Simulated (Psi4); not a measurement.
# C3H5F (allyl fluoride) at HF/def2-SVP

What is the vertical singlet–triplet gap of C3H5F (allyl fluoride) at HF/def2-SVP? 

The calculation is run with Psi4 1.11.

## Step 1: Starting point

The species is C3H5F (9 atoms), meant as a singlet with charge 0. As SMILES, `C=CCF`. The shape is that of a PBE0-D4/def2-TZVP optimisation. This is one conformer, not always the lowest.

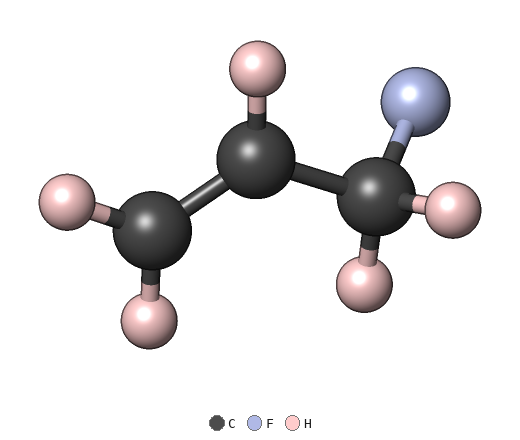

The structure, seen from a chosen angle (carbon dark grey, fluorine light blue, hydrogen pink).

## Step 2: Energy and gradient at HF/def2-SVP

File input.dat:

```
memory 1.6 GB

molecule {
  0 1
  C     -0.578000     1.122500    -0.608000
  C      0.352500     0.215400    -0.353400
  C      0.200500    -0.852800     0.668500
  F      0.430500    -2.098200     0.102300
  H     -0.422500     1.909200    -1.336700
  H     -1.531700     1.114000    -0.089100
  H      1.299800     0.230700    -0.886500
  H      0.929800    -0.730800     1.477200
  H     -0.806800    -0.852300     1.094700
  symmetry c1
}

set globals {
  puream        true
  e_convergence 1e-09
  d_convergence 1e-08
  scf_type      pk
}

E, wfn = gradient('hf/def2-SVP', return_wfn=True)
```

Started as:

```
psi4 -i input.dat -o output.dat -n 1
```

output.dat, shortened:

```text
[...]
  Running in c1 symmetry.
[...]
  Nuclear repulsion =  114.580608246719862
[...]
  Multiplicity = 1
[...]
  Nalpha       = 16
  Nbeta        = 16
[...]
    Number of basis functions: 81
[...]
   @RHF iter   1:  -215.68054943572832   -6.97006e-01   4.27826e-03 ADIIS/DIIS
[...]
   @RHF iter  12:  -215.75517606244276   -2.81375e-12   4.39090e-09 DIIS
[...]
    Orbital Energies [Eh]
    ---------------------
    Doubly Occupied:
       1A    -26.259840     2A    -11.315739     3A    -11.247006
       4A    -11.244912     5A     -1.555110     6A     -1.072591
       7A     -0.930508     8A     -0.783196     9A     -0.704968
      10A     -0.685754    11A     -0.670842    12A     -0.618756
      13A     -0.572301    14A     -0.523301    15A     -0.501482
      16A     -0.387823
[...]
  @RHF Final Energy:  -215.75517606244276
   => Energetics <=
    Nuclear Repulsion Energy =            114.5806082467198621
    One-Electron Energy =                -522.5233101700548559
    Two-Electron Energy =                 192.1875258608922366
    Total Energy =                       -215.7551760624427573
[...]
 Multipole Moments:
 ------------------------------------------------------------------------------------
     Multipole            Electronic (a.u.)      Nuclear  (a.u.)        Total (a.u.)
 ------------------------------------------------------------------------------------
 L = 1.  Multiply by 2.5417464519 to convert [e a0] to [Debye]
 Dipole X            :          1.2295656           -1.3622171           -0.1326515
 Dipole Y            :         -4.7721099            5.5635044            0.7913945
 Dipole Z            :          0.0664824            0.2285317            0.2950141
 Magnitude           :                                                    0.8549473
[...]
  -Total Gradient:
     Atom            X                  Y                   Z
    ------   -----------------  -----------------  -----------------
       1       -0.002956871240     0.002206310597    -0.000903712166
       2        0.001926485626    -0.005804292733     0.004880563049
       3       -0.001452495618     0.017252151836    -0.001444165235
       4        0.002622311342    -0.015264255874    -0.006624718217
       5        0.000238201869     0.000684319670    -0.000506330475
       6       -0.000716531047    -0.000600554492     0.001003927470
       7        0.001300461104    -0.000193234802    -0.000392060519
       8        0.002574199690     0.000784597448     0.002814267040
       9       -0.003535761726     0.000934958349     0.001172229053
[...]
```

Run time: 5.4 s. Hardware: 1 thread of Intel Xeon Platinum 8259CL at 2.50GHz (Skylake/Cascade Lake), shared host; peak memory 0.27 GiB.

## Step 3: The triplet, same level

File run.py:

```python
import psi4

psi4.set_memory('1600 MB')
psi4.set_num_threads(1)
psi4.core.set_output_file('output.dat', False)

molecule = psi4.geometry("""
0 3
C     -0.578000     1.122500    -0.608000
C      0.352500     0.215400    -0.353400
C      0.200500    -0.852800     0.668500
F      0.430500    -2.098200     0.102300
H     -0.422500     1.909200    -1.336700
H     -1.531700     1.114000    -0.089100
H      1.299800     0.230700    -0.886500
H      0.929800    -0.730800     1.477200
H     -0.806800    -0.852300     1.094700
symmetry c1
""")

psi4.set_options({
    'basis': 'def2-SVP',
    'reference': 'uhf',
    'puream': True,
    'e_convergence': 1e-09,
    'd_convergence': 1e-08,
    'scf_type': 'pk',
    'maxiter': 200,
})

result = psi4.gradient("scf")
print('gradient / Eh bohr^-1')
print(result.np.round(6))
for k, v in sorted(psi4.core.scalar_variables().items()):
    print(f'{k:45s} {v:18.10f}')
```

Started as:

```
python run.py
```

output.dat, shortened:

```text
[...]
  Running in c1 symmetry.
[...]
  Nuclear repulsion =  114.580608246719862
[...]
  Multiplicity = 3
[...]
  Nalpha       = 17
  Nbeta        = 15
[...]
    Number of basis functions: 81
[...]
   @UHF iter   1:  -215.42255591793321   -4.39012e-01   5.22727e-03 DIIS/ADIIS
[...]
   @UHF iter  16:  -215.62584971255910   -2.18847e-12   4.94978e-09 DIIS
[...]
   @S^2 Observed:                2.019473962E+00
[...]
  @UHF Final Energy:  -215.62584971255910
   => Energetics <=
    Nuclear Repulsion Energy =            114.5806082467198621
    One-Electron Energy =                -522.4019676632599385
    Two-Electron Energy =                 192.1955097039809743
    Total Energy =                       -215.6258497125591020
  UHF NO Occupations:
  HONO-2 :   15  A 1.9958707
  HONO-1 :   16  A 1.0000000
[...]
 Multipole Moments:
 ------------------------------------------------------------------------------------
     Multipole            Electronic (a.u.)      Nuclear  (a.u.)        Total (a.u.)
 ------------------------------------------------------------------------------------
 L = 1.  Multiply by 2.5417464519 to convert [e a0] to [Debye]
 Dipole X            :          1.2506613           -1.3622171           -0.1115558
 Dipole Y            :         -4.7610050            5.5635044            0.8024993
 Dipole Z            :          0.0514809            0.2285317            0.2800127
 Magnitude           :                                                    0.8572380
[...]
  -Total Gradient:
     Atom            X                  Y                   Z
    ------   -----------------  -----------------  -----------------
       1        0.157657877881    -0.155234641294     0.042648388025
       2       -0.157688011015     0.151021069739    -0.041167943587
       3       -0.005491425568     0.009183826841     0.005737790335
       4        0.002540498205    -0.010554485817    -0.007796089963
       5        0.002266788707     0.001199590427    -0.001976562409
       6       -0.001356066049    -0.001756922032     0.003150977199
       7        0.002285559719     0.001725805829    -0.001570232781
       8        0.002374320915     0.002908467577     0.000220620443
       9       -0.002589542794     0.001507288729     0.000753052739
[...]
```

Standard output:

```text
gradient / Eh bohr^-1
[[ 0.157658 -0.155235  0.042648]
 [-0.157688  0.151021 -0.041168]
 [-0.005491  0.009184  0.005738]
 [ 0.00254  -0.010554 -0.007796]
 [ 0.002267  0.0012   -0.001977]
 [-0.001356 -0.001757  0.003151]
 [ 0.002286  0.001726 -0.00157 ]
 [ 0.002374  0.002908  0.000221]
 [-0.00259   0.001507  0.000753]]
CURRENT ENERGY                                   -215.6258497126
CURRENT REFERENCE ENERGY                         -215.6258497126
DD SOLVATION ENERGY                                 0.0000000000
HF KINETIC ENERGY                                 215.5271503518
HF POTENTIAL ENERGY                              -431.1530000644
HF TOTAL ENERGY                                  -215.6258497126
HF VIRIAL RATIO                                     2.0004579440
NUCLEAR REPULSION ENERGY                          114.5806082467
ONE-ELECTRON ENERGY                              -522.4019676633
PCM POLARIZATION ENERGY                             0.0000000000
PE ENERGY                                           0.0000000000
SCF ITERATION ENERGY                             -215.6258497126
SCF ITERATIONS                                     16.0000000000
SCF TOTAL ENERGY                                 -215.6258497126
TWO-ELECTRON ENERGY                               192.1955097040
```

Run time: 5.7 s. Hardware: 1 thread of Intel Xeon Platinum 8259CL at 2.50GHz (Skylake/Cascade Lake), shared host; peak memory 0.27 GiB.

## Step 4: Outcome

Level: HF/def2-SVP.

| quantity | value |
| --- | --- |
| singlet: total energy | -215.75518 Eh |
| singlet: dipole moment | 2.17 D |
| singlet: HOMO energy | -10.55 eV |
| singlet: LUMO energy | 4.10 eV |
| singlet: HOMO–LUMO gap | 14.66 eV |
| singlet: largest force on an atom | 0.893 eV/Å |
| triplet: total energy | -215.62585 Eh |
| triplet: dipole moment | 2.18 D |
| triplet: HOMO energy (highest over α and β) | -6.89 eV |
| triplet: LUMO energy (lowest over α and β) | 0.89 eV |
| triplet: ⟨S²⟩ | 2.019 |
| triplet: largest force on an atom | 11.587 eV/Å |
| vertical energy of the triplet above the singlet | 3.519 eV |

At this shape the triplet lies 3.52 eV (340 kJ/mol) above the singlet. The largest force (singlet) is 0.89 eV/Å: the shape isn't a stationary point for this species at this level.
